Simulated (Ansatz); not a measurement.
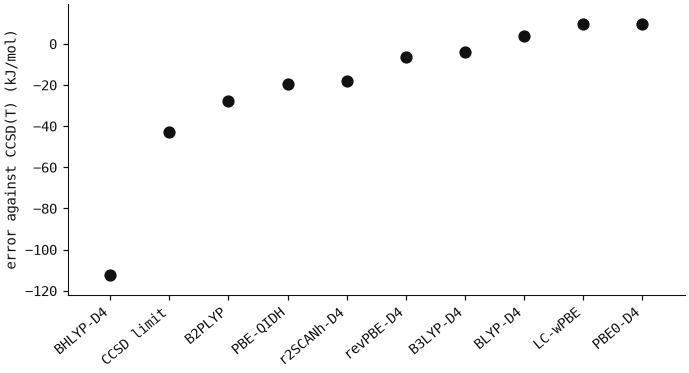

Error in the electronic atomisation energy (method less reference, so positive means overbinding) of C₂H₄F₂, SMILES FCCF: functionals in def2-TZVPP against frozen-core CCSD(T) at the limit (MP2 extrapolated from triple and quadruple zeta, plus CCSD(T) less MP2 in a smaller set), which gives 3038.3 kJ/mol, at a PBE0-D4/def2-TZVP geometry (a minimum by its frequencies), no zero-point or spin-orbit term, the Ansatz code 0.2.0. The reference leaves out core correlation, a term that grows with the number of heavy atoms. B2PLYP and PBE-QIDH hold a correlation term that converges slowly with the basis, so part of the distance to the limit is basis error. No dispersion term is added to B2PLYP, PBE-QIDH and LC-wPBE. Limit means the basis limit.

What range do the values span?

Answer. From −112.4 kJ/mol (BHLYP-D4) to 9.7 kJ/mol (PBE0-D4).

Which of these levels overbind, and which underbind?

Answer. Overbind: none clearly. Underbind: BHLYP-D4, CCSD limit and B2PLYP. Within 20 kJ/mol of zero, too close to call in view of what the reference leaves out: PBE-QIDH, r2SCANh-D4, revPBE-D4, B3LYP-D4, BLYP-D4, LC-wPBE and PBE0-D4.

Caveats, for all or some of the runs: one conformer of a flexible molecule.
